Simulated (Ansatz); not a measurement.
# BH₂Cl + HF: a complex and its separated parts, part 2 of 2

Ansatz 0.2.0, Gaussian basis. Earlier steps stand in the parts before.

### 14 wB97X-V/def2-TZVPP

The inputs:

parta/in.yaml

```yaml
crystal:
  periodic: [false, false, false]
  atoms:
    - {symbol: B, position_ang: [-0.662069, -0.316614, -0.424435]}
    - {symbol: H, position_ang: [-0.050100, -0.716042, -1.363844]}
    - {symbol: H, position_ang: [-1.313340, 0.679521, -0.434473]}
    - {symbol: Cl, position_ang: [-0.601370, -1.238265, 1.042041]}
basis:
  gaussian: {orbitals: def2-TZVPP}
hamiltonian: {xc: {name: wB97X-V}}
```

partb/in.yaml

```yaml
crystal:
  periodic: [false, false, false]
  atoms:
    - {symbol: F, position_ang: [1.253083, 1.009425, 0.187538]}
    - {symbol: H, position_ang: [1.373695, 0.581975, 0.993274]}
basis:
  gaussian: {orbitals: def2-TZVPP}
hamiltonian: {xc: {name: wB97X-V}}
```

The same command starts each run, in its folder.

Started as:

```console
$ ansatz run in.yaml --threads 2 --pin off --events-out ev --progress --plain --max-ram 4352MiB
```

parta printed, shortened:

```text
Functional definition: wB97X-V
  name "wB97X-V"
  cite "Mardirossian & Head-Gordon, Phys. Chem. Chem. Phys. 16, 9904 (2014) doi:10.1039/C3CP54374A"
  cite "Becke, J. Chem. Phys. 107, 8554 (1997) doi:10.1063/1.475007"
  cite "Vydrov & Van Voorhis, J. Chem. Phys. 133, 244103 (2010) doi:10.1063/1.3521275"
[...]
      + integral(e_c_pw_opposite_spin*poly(b97_u_opposite, cos0, cos1)) + vv10(b, c)
597 factors; their error is unknown
127 factors; integrals over basis functions are off by at most 4.0e-5 eV
[...]
mean field -13230.52328344 eV, -486.2127626957 hartree, gradient 4.2e-5 eV, S^2 0.000000; 0 other end points of the search recorded, 0 dependent functions left out
reference -13230.52328188 eV, -486.2127626384 hartree; 12, 12 occupied and 89, 89 virtual orbitals, 597 factors
Total energy: -13230.52328188 eV, -486.2127626384 hartree
```

partb printed, shortened:

```text
[... 5 set-up lines as earlier in the session ...]
[...]
      + integral(e_c_pw_opposite_spin*poly(b97_u_opposite, cos0, cos1)) + vv10(b, c)
215 factors; their error is unknown
48 factors; integrals over basis functions are off by at most 2.2e-5 eV
[...]
mean field -2733.49560676 eV, -100.4541107187 hartree, gradient 1.0e-5 eV, S^2 0.000000; 0 other end points of the search recorded, 0 dependent functions left out
reference -2733.49560617 eV, -100.4541106969 hartree; 5, 5 occupied and 40, 40 virtual orbitals, 215 factors
Total energy: -2733.49560617 eV, -100.4541106969 hartree
```

Times: 1.4 s (parta), 0.3 s (partb) on 2 threads of Intel Xeon Platinum 8488C, shared host.

### 15 wB97M-V/def2-TZVPP

Each input of step 14 (parta, partb) changes in the same lines:

```diff
-hamiltonian: {xc: {name: wB97X-V}}
+hamiltonian: {xc: {name: wB97M-V}}
```

The same command starts each run, in its folder.

Started as:

```console
$ ansatz run in.yaml --threads 2 --pin off --events-out ev --progress --plain --max-ram 4352MiB
```

Log of parta, shortened:

```text
Functional definition: wB97M-V
  name "wB97M-V"
  cite "Mardirossian & Head-Gordon, J. Chem. Phys. 144, 214110 (2016) doi:10.1063/1.4952647"
[... 2 set-up lines as earlier in the session ...]
  # Of w^i u^j: cxij and so on, Table III.
[...]
  gx(w, u) = 1 - cx + cx01*u + cx10*w
[...]
      + integral(e_c_pw_mod_opposite_spin*gos(b97_w_opposite, b97_u_opposite)) + vv10(b, c)
597 factors; their error is unknown
127 factors; integrals over basis functions are off by at most 4.0e-5 eV
[...]
mean field -13231.38313850 eV, -486.2443617864 hartree, gradient 8.7e-5 eV, S^2 0.000000; 0 other end points of the search recorded, 0 dependent functions left out
reference -13231.38317700 eV, -486.2443632011 hartree; 12, 12 occupied and 89, 89 virtual orbitals, 597 factors
Total energy: -13231.38317700 eV, -486.2443632011 hartree
```

partb printed, shortened:

```text
[... 5 set-up lines as earlier in the session ...]
  # Of w^i u^j: cxij and so on, Table III.
[...]
  gx(w, u) = 1 - cx + cx01*u + cx10*w
[...]
      + integral(e_c_pw_mod_opposite_spin*gos(b97_w_opposite, b97_u_opposite)) + vv10(b, c)
215 factors; their error is unknown
48 factors; integrals over basis functions are off by at most 2.2e-5 eV
[...]
mean field -2733.67553256 eV, -100.4607228699 hartree, gradient 1.2e-5 eV, S^2 0.000000; 0 other end points of the search recorded, 0 dependent functions left out
reference -2733.67554723 eV, -100.4607234089 hartree; 5, 5 occupied and 40, 40 virtual orbitals, 215 factors
Total energy: -2733.67554723 eV, -100.4607234089 hartree
```

Wall times: 1.4 s (parta), 0.3 s (partb) on 2 threads of Intel Xeon Platinum 8488C, shared host.

### 16 B2PLYP/def2-TZVPP

Each input of step 15 (parta, partb) changes in the same lines:

```diff
-hamiltonian: {xc: {name: wB97M-V}}
+hamiltonian: {xc: {name: B2PLYP}}
```

Each run has its own folder and the same command.

Started as:

```console
$ ansatz run in.yaml --threads 2 --pin off --events-out ev --progress --plain --max-ram 4352MiB
```

parta printed, shortened:

```text
Functional definition: B2PLYP
  name "B2PLYP"
  cite "Grimme, J. Chem. Phys. 124, 034108 (2006) doi:10.1063/1.2148954"
[... 2 set-up lines as earlier in the session ...]
[...]
591 factors; integrals over basis functions are off by at most 1.5e-3 eV
[...]
mean field -13225.62325733 eV, -486.0326900574 hartree, gradient 2.3e-6 eV, S^2 0.000000; 0 other end points of the search recorded, 0 dependent functions left out
6 core orbitals not correlated: weight in the atoms' cores, before any rotation towards them, 1.000 or more for the frozen orbitals, at most 0.000 for the correlated occupied ones
reference -13225.62339077 eV, -486.0326949612 hartree; 6, 6 occupied and 89, 89 virtual orbitals, 591 factors
second order -9.77405471 eV of doubles, -0.00000000 eV of singles
Total energy: -13228.26238554 eV, -486.1296762303 hartree
```

Log of partb, shortened:

```text
[... 5 set-up lines as earlier in the session ...]
[...]
287 factors; integrals over basis functions are off by at most 1.0e-3 eV
[...]
mean field -2730.72524108 eV, -100.3523016575 hartree, gradient 1.4e-6 eV, S^2 0.000000; 0 other end points of the search recorded, 0 dependent functions left out
1 core orbitals not correlated: weight in the atoms' cores, before any rotation towards them, 1.000 or more for the frozen orbitals, at most 0.000 for the correlated occupied ones
reference -2730.72529778 eV, -100.3523037413 hartree; 4, 4 occupied and 40, 40 virtual orbitals, 287 factors
second order -8.59402455 eV of doubles, -0.00000000 eV of singles
Total energy: -2733.04568441 eV, -100.4375763771 hartree
```

Wall times: 0.8 s (parta), 0.2 s (partb) on 2 threads of Intel Xeon Platinum 8488C, shared host.

### 17 PBE-QIDH/def2-TZVPP

Each input of step 16 (parta, partb) changes in the same lines:

```diff
-hamiltonian: {xc: {name: B2PLYP}}
+hamiltonian: {xc: {name: PBE-QIDH}}
```

Each run has its own folder and the same command.

Started as:

```console
$ ansatz run in.yaml --threads 2 --pin off --events-out ev --progress --plain --max-ram 4352MiB
```

parta printed, shortened:

```text
Functional definition: PBE-QIDH
  name "PBE-QIDH"
  cite "Brémond, Sancho-García, Pérez-Jiménez & Adamo, J. Chem. Phys. 141, 031101 (2014) doi:10.1063/1.4890314"
[... 1 set-up line as earlier in the session ...]
[...]
591 factors; integrals over basis functions are off by at most 1.5e-3 eV
[...]
mean field -13221.95975669 eV, -485.8980588921 hartree, gradient 3.0e-6 eV, S^2 0.000000; 0 other end points of the search recorded, 0 dependent functions left out
6 core orbitals not correlated: weight in the atoms' cores, before any rotation towards them, 1.000 or more for the frozen orbitals, at most 0.000 for the correlated occupied ones
reference -13221.95976700 eV, -485.8980592711 hartree; 6, 6 occupied and 89, 89 virtual orbitals, 591 factors
second order -9.06942230 eV of doubles, -0.00000000 eV of singles
Total energy: -13224.98290777 eV, -486.0091576451 hartree
```

Output in partb, shortened:

```text
[... 4 set-up lines as earlier in the session ...]
[...]
287 factors; integrals over basis functions are off by at most 1.0e-3 eV
[...]
mean field -2728.92250447 eV, -100.2860523092 hartree, gradient 3.8e-6 eV, S^2 0.000000; 0 other end points of the search recorded, 0 dependent functions left out
1 core orbitals not correlated: weight in the atoms' cores, before any rotation towards them, 1.000 or more for the frozen orbitals, at most 0.000 for the correlated occupied ones
reference -2728.92250783 eV, -100.2860524325 hartree; 4, 4 occupied and 40, 40 virtual orbitals, 287 factors
second order -8.07152751 eV of doubles, -0.00000000 eV of singles
Total energy: -2731.61301700 eV, -100.3849268208 hartree
```

Times: 0.85 s (parta), 0.2 s (partb) on 2 threads of Intel Xeon Platinum 8488C, shared host.

### 18 RPA on PBE/def2-TZVPP

The same edit goes into each in.yaml of step 17 (parta, partb):

```diff
-hamiltonian: {xc: {name: PBE-QIDH}}
+hamiltonian: {xc: pbe}
+correlation: {method: rpa}
```

The same command starts each run, in its folder.

Started as:

```console
$ ansatz run in.yaml --threads 2 --pin off --events-out ev --progress --plain --max-ram 4352MiB
```

Log of parta, shortened:

```text
[... 4 set-up lines as earlier in the session ...]
[...]
591 factors; integrals over basis functions are off by at most 1.5e-3 eV
[...]
mean field -13226.05560932 eV, -486.0485787001 hartree, gradient 1.8e-6 eV, S^2 0.000000; 0 other end points of the search recorded, 0 dependent functions left out
6 core orbitals not correlated: weight in the atoms' cores, before any rotation towards them, 1.000 or more for the frozen orbitals, at most 0.000 for the correlated occupied ones
reference -13207.56945124 eV, -485.3692249211 hartree; 6, 6 occupied and 89, 89 virtual orbitals, 591 factors
Total energy: -13221.75264655 eV, -485.8904477348 hartree
```

Output in partb, shortened:

```text
[... 4 set-up lines as earlier in the session ...]
[...]
287 factors; integrals over basis functions are off by at most 1.0e-3 eV
[...]
mean field -2731.84357298 eV, -100.3933995969 hartree, gradient 9.2e-7 eV, S^2 0.000000; 0 other end points of the search recorded, 0 dependent functions left out
1 core orbitals not correlated: weight in the atoms' cores, before any rotation towards them, 1.000 or more for the frozen orbitals, at most 0.000 for the correlated occupied ones
reference -2722.68125047 eV, -100.0566904550 hartree; 4, 4 occupied and 40, 40 virtual orbitals, 287 factors
Total energy: -2733.63265709 eV, -100.4591472253 hartree
```

Times: 0.8 s (parta), 0.2 s (partb) on 2 threads of Intel Xeon Platinum 8488C, shared host.

### 19 CCSD(T)/def2-TZVPP

The same edit goes into each in.yaml of step 18 (parta, partb):

```diff
-hamiltonian: {xc: pbe}
-correlation: {method: rpa}
+correlation: {method: ccsd_t}
```

The same command starts each run, in its folder.

Started as:

```console
$ ansatz run in.yaml --threads 2 --pin off --events-out ev --progress --plain --max-ram 4352MiB
```

Output in parta, shortened:

```text
Functional definition: HF
  name "HF"
  cite "Fock, Z. Phys. 61, 126 (1930) doi:10.1007/BF01340294"
[... 1 set-up line as earlier in the session ...]
[...]
591 factors; integrals over basis functions are off by at most 1.5e-3 eV
[...]
mean field -13208.14539083 eV, -485.3903903107 hartree, gradient 5.6e-6 eV, S^2 0.000000; 0 other end points of the search recorded, 0 dependent functions left out
6 core orbitals not correlated: weight in the atoms' cores, before any rotation towards them, 1.000 or more for the frozen orbitals, at most 0.000 for the correlated occupied ones
reference -13208.14539083 eV, -485.3903903107 hartree; 6, 6 occupied and 89, 89 virtual orbitals, 591 factors
second order -8.01753973 eV of doubles, -0.00000000 eV of singles
cycle   1  -8.59666447 eV  change   -5.8e-1 eV  update   6.0e-2
[...]
cycle   9  -8.84517905 eV  change    2.9e-6 eV  update   5.1e-6
perturbative correction -0.33866757 eV, -0.0124458037 hartree
Total energy: -13217.32923745 eV, -485.7278904489 hartree
```

Log of partb, shortened:

```text
[... 4 set-up lines as earlier in the session ...]
[...]
287 factors; integrals over basis functions are off by at most 1.0e-3 eV
[...]
mean field -2722.91271253 eV, -100.0651965291 hartree, gradient 4.5e-6 eV, S^2 0.000000; 0 other end points of the search recorded, 0 dependent functions left out
1 core orbitals not correlated: weight in the atoms' cores, before any rotation towards them, 1.000 or more for the frozen orbitals, at most 0.000 for the correlated occupied ones
reference -2722.91271253 eV, -100.0651965291 hartree; 4, 4 occupied and 40, 40 virtual orbitals, 287 factors
second order -7.36485270 eV of doubles, -0.00000000 eV of singles
cycle   1  -7.29621372 eV  change    6.9e-2 eV  update   3.9e-2
[...]
cycle   8  -7.43089432 eV  change    3.3e-7 eV  update   3.3e-6
perturbative correction -0.17033759 eV, -0.0062597908 hartree
Total energy: -2730.51394444 eV, -100.3445366495 hartree
```

Times: 1.1 s (parta), 0.25 s (partb) on 2 threads of Intel Xeon Platinum 8488C, shared host.

### 20 Vibrations of BH₂Cl

The input, vib-parta/in.yaml:

```yaml
crystal:
  periodic: [false, false, false]
  atoms:
    - {symbol: B, position_ang: [-0.662069, -0.316614, -0.424435]}
    - {symbol: H, position_ang: [-0.050100, -0.716042, -1.363844]}
    - {symbol: H, position_ang: [-1.313340, 0.679521, -0.434473]}
    - {symbol: Cl, position_ang: [-0.601370, -1.238265, 1.042041]}
basis:
  gaussian: {orbitals: def2-TZVP}
hamiltonian: {xc: pbe0, dispersion: d4}
phonons: {temperatures: {t_min: 298.15, t_max: 900, t_step: 200}}
```

Started as:

```console
$ ansatz run in.yaml --threads 2 --pin off --events-out ev --progress --plain --max-ram 4352MiB
```

The program printed, shortened:

```text
[... 5 set-up lines as earlier in the session ...]
[...]
525 factors; their error is unknown
[...]
mean field -13227.31709100 eV, -486.0949372968 hartree, gradient 5.2e-5 eV, S^2 0.000000; 0 other end points of the search recorded, 0 dependent functions left out
[...]
Atom 1 at    -0.050100    -0.716042    -1.363844 Å, force     0.000139    -0.000288     0.000135 eV/Å
Atom 2 at    -1.313340     0.679521    -0.434473 Å, force    -0.000120    -0.000002     0.000326 eV/Å
Atom 3 at    -0.601370    -1.238265     1.042041 Å, force    -0.000014     0.000212    -0.000338 eV/Å
Dipole moment:    -0.003910     0.059371    -0.094468 e Å
Vibrations: 841.28 865.59 995.06 1217.61 2613.50 2727.38 cm⁻¹, zero-point energy 0.574074 eV
```

Wall time 2.9 s (2 threads of Intel Xeon Platinum 8488C, shared host).

Wavenumbers and character of the modes:

| mode | wavenumber (cm⁻¹) | character |
| --- | --- | --- |
| 1 | 841 | B–Cl stretch |
| 2 | 866 | bend |
| 3 | 995 | out-of-plane bend |
| 4 | 1218 | bend |
| 5 | 2614 | B–H stretch |
| 6 | 2727 | B–H stretch |

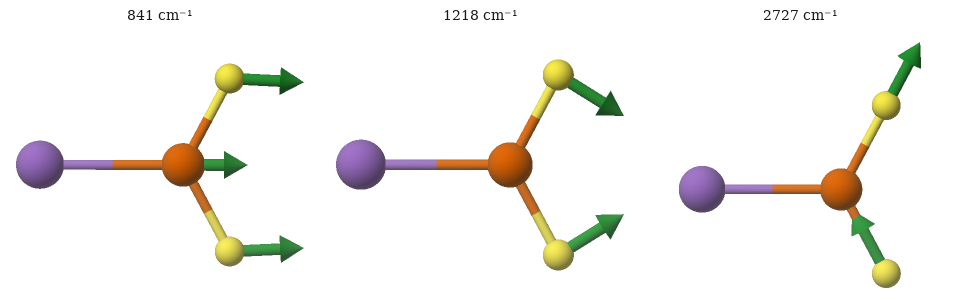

How the atoms move in 3 of the modes.

Vibrational sums (real modes only):

| T (K) | entropy (J/mol/K) | heat capacity (J/mol/K) |
| --- | --- | --- |
| 298 | 2.0 | 7.2 |
| 498 | 8.4 | 18.3 |
| 698 | 15.9 | 26.0 |
| 898 | 23.1 | 31.5 |

### 21 Vibrations of HF

The input, vib-partb/in.yaml:

```yaml
crystal:
  periodic: [false, false, false]
  atoms:
    - {symbol: F, position_ang: [1.253083, 1.009425, 0.187538]}
    - {symbol: H, position_ang: [1.373695, 0.581975, 0.993274]}
basis:
  gaussian: {orbitals: def2-TZVP}
hamiltonian: {xc: pbe0, dispersion: d4}
phonons: {temperatures: {t_min: 298.15, t_max: 900, t_step: 200}}
```

Started as:

```console
$ ansatz run in.yaml --threads 2 --pin off --events-out ev --progress --plain --max-ram 4352MiB
```

The program printed, shortened:

```text
[... 5 set-up lines as earlier in the session ...]
[...]
200 factors; their error is unknown
[...]
mean field -2731.80169997 eV, -100.3918607920 hartree, gradient 6.9e-6 eV, S^2 0.000000; 0 other end points of the search recorded, 0 dependent functions left out
[...]
reference -2731.80151611 eV, -100.3918540354 hartree; 5, 5 occupied and 32, 32 virtual orbitals, 200 factors
Total energy: -2731.80322169 eV, -100.3919167144 hartree
Atom 0 at     1.253083     1.009425     0.187538 Å, force    -0.000115     0.000409    -0.000771 eV/Å
Atom 1 at     1.373695     0.581975     0.993274 Å, force     0.000115    -0.000409     0.000771 eV/Å
Dipole moment:     0.052545    -0.186221     0.351023 e Å
Vibrations: 4153.09 cm⁻¹, zero-point energy 0.257459 eV
```

It took 0.95 s on 2 threads of Intel Xeon Platinum 8488C, shared host.

The modes, with what each moves most:

| mode | wavenumber (cm⁻¹) | character |
| --- | --- | --- |
| 1 | 4153 | F–H stretch |

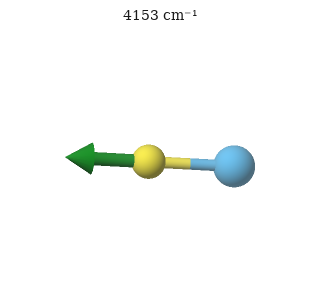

How the atoms move in 1 of the modes.

Vibrational sums (real modes only):

| T (K) | entropy (J/mol/K) | heat capacity (J/mol/K) |
| --- | --- | --- |
| 298 | 0.0 | 0.0 |
| 498 | 0.0 | 0.0 |
| 698 | 0.0 | 0.1 |
| 898 | 0.1 | 0.5 |

### 22 Complex less separated parts

The complex's own energies come from single points at the same levels.

Rows are in def2-TZVPP; times add the 3 runs of a level on a shared host, so small differences are noise.

Differences are taken before rounding.

| method | rung | complex less parts (kJ/mol) | from CCSD(T) (kJ/mol) | time |
| --- | --- | --- | --- | --- |
| SPW92 | LDA | -29.8 | -18.7 | 1.1 s |
| PBE-D4 | GGA | -16.5 | -5.3 | 1.6 s |
| BLYP-D4 | GGA | -13.1 | -2.0 | 1.6 s |
| r2SCAN-D4 | meta-GGA | -17.6 | -6.5 | 2.6 s |
| B97M-V | meta-GGA | -16.3 | -5.2 | 5.1 s |
| PBE0-D4 | hybrid | -13.9 | -2.8 | 1.8 s |
| B3LYP-D4 | hybrid | -12.5 | -1.4 | 2.1 s |
| r2SCAN0-D4 | hybrid | -15.7 | -4.6 | 3 s |
| BHLYP-D4 | hybrid | -12.8 | -1.7 | 2 s |
| CAM-B3LYP-D4 | range-separated hybrid | -15.1 | -4.0 | 2.2 s |
| wB97X-V | range-separated hybrid | -15.1 | -4.0 | 5 s |
| wB97M-V | range-separated hybrid | -16.3 | -5.2 | 4.8 s |
| B2PLYP | double hybrid | -10.1 | +1.0 | 3.3 s |
| PBE-QIDH | double hybrid | -11.7 | -0.6 | 3.6 s |
| RPA on PBE | RPA | -6.7 | +4.4 | 3 s |
| Hartree-Fock | wavefunction | -0.7 | +10.4 |  |
| MP2 | wavefunction | -11.7 | -0.5 |  |
| CCSD | wavefunction | -9.4 | +1.7 |  |
| CCSD(T) | wavefunction | -11.1 | 0 | 11 s |

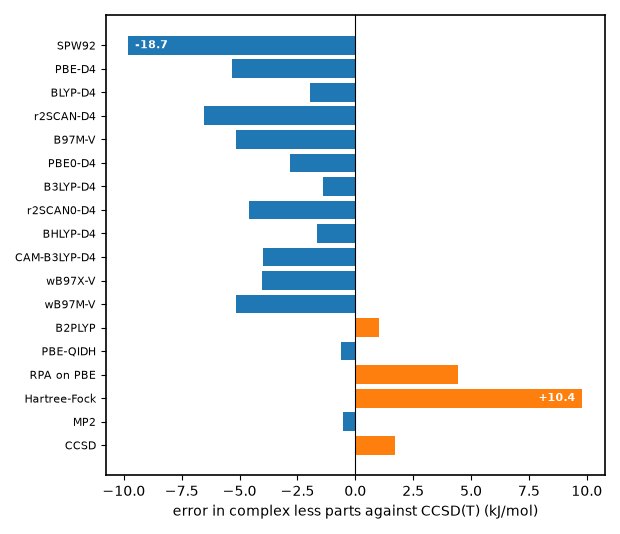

Deviations from CCSD(T), method by method. Bars with a number in them are cut short.

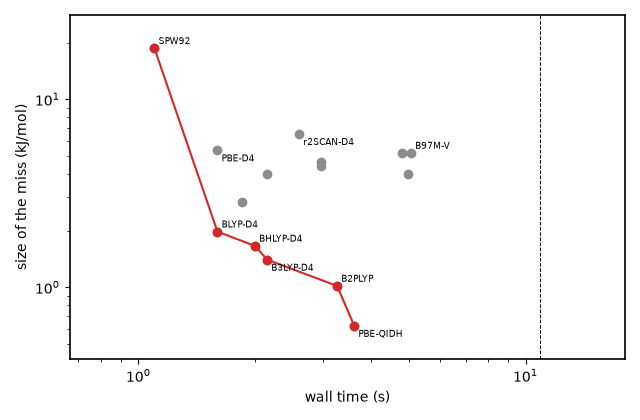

Accuracy for the time spent; red marks the levels that beat every quicker one drawn (of those quicker than the yardstick), and the dashed line is the time of CCSD(T). Only those levels and the largest misses are named. Times are from a shared host.

PBE-QIDH reaches 0.6 kJ/mol from the reference in 3.6 s, where CCSD(T) took 11 s; the quickest level in the cost chart, SPW92, takes 1.1 s and misses by 18.7 kJ/mol.

The complex's zero-point energy, from a separate PBE0-D4 run, is 0.899 eV.

### 23 Summary of results

The summary covers parts 1 to 2.

| quantity | value |
| --- | --- |
| complex less parts, CCSD(T)/def2-TZVPP | -11.1 kJ/mol |
| with zero-point energy | -4.6 kJ/mol |
| largest T1 diagnostic | 0.012 |

**Reading.** At CCSD(T) the complex lies 11.1 kJ/mol below its parts. PBE-QIDH is the best functional here (-0.6 kJ/mol from CCSD(T)); SPW92 is the worst (-18.7 kJ/mol). Mean unsigned error by rung: LDA 18.7, GGA 3.7, meta-GGA 5.9, hybrid 2.6, range-separated hybrid 4.4, double hybrid 0.8 kJ/mol. PBE-D4 gives a relative energy 5.3 kJ/mol too low, an error of 48 % of the reference. No counterpoise was applied, and triple zeta lacks some correlation, so the CCSD(T) reference has a basis error of its own, and close matches with it are partly luck.
